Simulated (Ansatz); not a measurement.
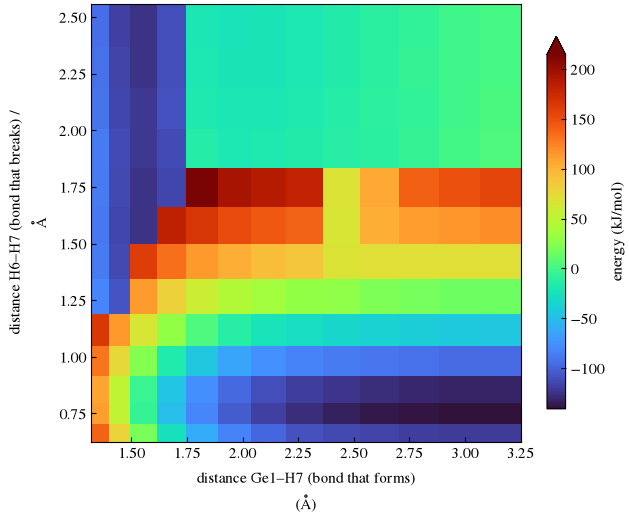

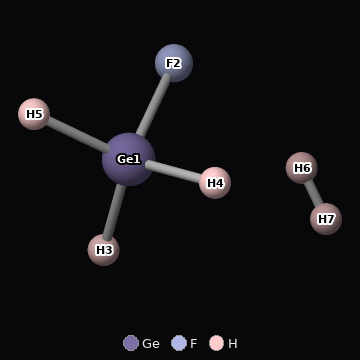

Energy landscape of the reacting system FGeH5 (fragments FGeH₃ + H₂ where the first distance is long, GeH₄ + FH where the second is long). Coordinates scanned: (1) distance Ge1–H7 (bond that forms); (2) distance H6–H7 (bond that breaks). Relaxed at each point: all other coordinates. The grid has 13 × 13 points. Points are written as (first, second). Energies: kJ/mol, counted from a guessed transition structure relaxed with its forming and breaking bonds held. Energies and slopes of some neighbouring points disagree (a jump in structure or state, or too coarse a mesh). The reference is spin-restricted, so regions where a bond is pulled apart into radicals lie too high. Theory: Ansatz 0.2.0, RKS SPW92 (LDA)/def2-TZVP.

In the figure: one coloured cell a grid point, one colour for all values above the top of the scale. The second picture is the structure at the lowest point.

Describe this landscape.

Answer. The lowest grid point is at (3.159 Å, 0.747 Å), −141 kJ/mol from a guessed transition structure relaxed with its forming and breaking bonds held. It lies in a valley that leaves the map towards separated partners. Other grid points that lie below all their neighbours: (1.551 Å, 1.584 Å) (15 kJ/mol higher); (2.443 Å, 1.584 Å) (206 kJ/mol higher). The energy also falls towards the edge at (1.551 Å, 2.466 Å) (16 kJ/mol above the lowest), where a further well may lie outside the range. The highest grid point, (1.815 Å, 1.750 Å), lies 356 kJ/mol above the lowest.

The input of one point:

```yaml
crystal:
  periodic: [false, false, false]
  atoms:
    - { symbol: Ge, position_ang: [-0.886688, 0.105736, -0.141059] }
    - { symbol: F, position_ang: [0.272845, 1.388206, -0.361186] }
    - { symbol: H, position_ang: [-0.409512, -1.007153, -1.086879] }
    - { symbol: H, position_ang: [-0.711243, -0.32042, 1.324684] }
    - { symbol: H, position_ang: [-2.261479, 0.703005, -0.483154] }
    - { symbol: H, position_ang: [1.915981, -0.087063, 0.264499] }
    - { symbol: H, position_ang: [2.079995, -0.782309, 0.482999] }
basis:
  gaussian: { orbitals: def2-TZVP }
hamiltonian:
  xc: lda
output:
  forces: true
relax:
  f_tol: 0.02
  max_steps: 50
  escape_saddle: false
  constraints: [{ distance: [0, 6] }, { distance: [5, 6] }]
scf:
  lower_state_search: "off"
```

Each point was launched as `ansatz run input.yaml --threads 1 --pin off --max-ram 2560MiB --backend cpu --events-out ev --progress --plain --runs-dir out`. The whole map (169 points run) took 19 min on 1 thread of Arm Neoverse V2 (shared host).
